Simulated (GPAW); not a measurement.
Band structure of Ba (Im-3m, 1 atom in the cell).

```yaml
crystal:
  lattice:
    - [-2.53435, 2.53435, 2.53435]
    - [2.53435, -2.53435, 2.53435]
    - [2.53435, 2.53435, -2.53435]
  atoms:
    - { symbol: Ba, position: [0.00000, 0.00000, 0.00000] }
```

Computed with PBE, GPAW PAW datasets PBE (gpaw-data 1.0.1) (plane waves; GPAW).

Settings: mode = pw; ecut = 600 eV; xc = PBE; kpts = 9 9 9; mesh shift (steps) = 0 0 0; occupations.name = fermi-dirac; occupations.width = 0.1 eV; nbands = -5; convergence.density = 1e-05 e/electron; convergence.energy = 1e-05 eV/electron; symmetry.symmorphic = false; symmetry.tolerance = 0.0005; maxiter = 150; bandpath_npoints = 40.

The starting cell has typed, rounded lattice constants, without a prior relaxation at this level. Its lattice was rescaled by a random factor within 2.5 % of one.

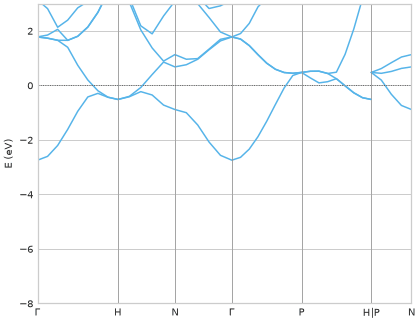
*Bands along the path, energies from the Fermi level.*

Levels in eV from the Fermi level, bands 2 to 9:
```json
[
 {"point": "Γ", "2": "-13.93", "3": "-13.93", "4": "-13.93", "5": "-2.74", "6": "1.78", "7": "1.78", "8": "1.78", "9": "3.14"},
 {"point": "H", "2": "-14.22", "3": "-14.22", "4": "-14.22", "5": "-0.52", "6": "-0.52", "7": "4.15", "8": "4.15", "9": "4.15"},
 {"point": "N", "2": "-14.34", "3": "-14.06", "4": "-13.93", "5": "-0.88", "6": "0.68", "7": "1.13", "8": "3.09", "9": "3.66"},
 {"point": "P", "2": "-14.14", "3": "-14.14", "4": "-14.14", "5": "0.48", "6": "0.48", "7": "0.48", "8": "3.59", "9": "3.75"}
]
```

Bands cross the Fermi level along this path, so the cell is metallic at this level.
